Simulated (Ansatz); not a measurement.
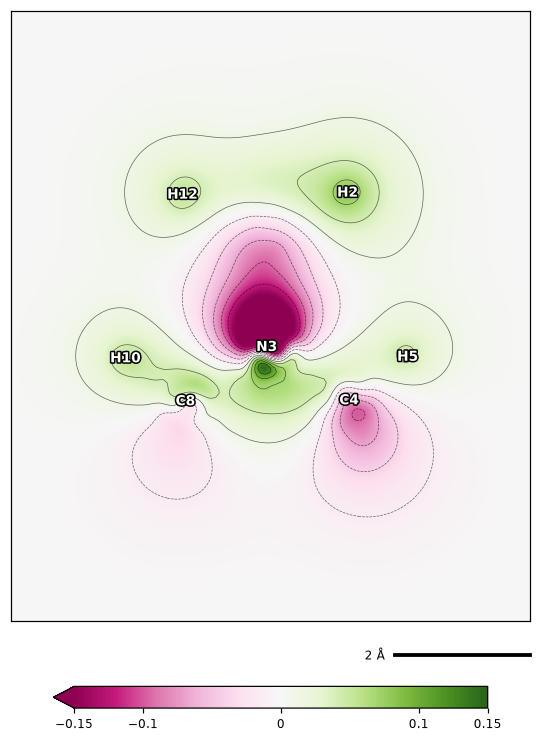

C2H11NOSi2. The HOMO on the plane of atoms N3, C8 and H10 (values in Å⁻³ᐟ²; the overall sign is arbitrary).

Level of theory: RHF/6-31G* in Ansatz 0.2.0.

Input

```
crystal:
  periodic: [false, false, false]
  atoms:
    - { symbol: Si, position_ang: [0.0, 0.0, 0.0] }
    - { symbol: H, position_ang: [0.0, 0.0, 1.46] }
    - { symbol: "N", position_ang: [1.7163, 0.0, -0.6061] }
    - { symbol: C, position_ang: [2.4072, -1.273, -0.8567] }
    - { symbol: H, position_ang: [1.7433, -1.947, -1.4373] }
    - { symbol: H, position_ang: [3.3364, -1.083, -1.4334] }
    - { symbol: H, position_ang: [2.6645, -1.7518, 0.1112] }
    - { symbol: C, position_ang: [2.4114, 1.273, -0.8449] }
    - { symbol: H, position_ang: [3.0382, 1.1875, -1.757] }
    - { symbol: H, position_ang: [1.6647, 2.0824, -0.9844] }
    - { symbol: H, position_ang: [3.0569, 1.5118, 0.0259] }
    - { symbol: H, position_ang: [-0.6877, 1.1914, -0.4862] }
    - { symbol: O, position_ang: [-0.7913, -1.3709, -0.5594] }
    - { symbol: Si, position_ang: [-1.673, -2.4329, 0.3983] }
    - { symbol: H, position_ang: [-1.2634, -2.287, 1.792] }
    - { symbol: H, position_ang: [-3.0964, -2.1323, 0.2761] }
    - { symbol: H, position_ang: [-1.4264, -3.8036, -0.0398] }
basis:
  gaussian: { orbitals: "6-31G*" }
hamiltonian:
  xc: hf
relax:
  f_tol: 0.02
  max_steps: 40
output:
  orbitals: {}
```

Command:

```sh
ansatz run input.yaml --threads 2 --pin off --max-ram 3072MiB --backend cpu --events-out ev --progress --plain --runs-dir out
```

The fields are those of the relaxed geometry.

Describe this orbital and give its energy.

Answer. It lies mainly on N3 (about 55 %), C8 (about 10 %) and C4 (about 10 %). Its energy is −9.76 eV.
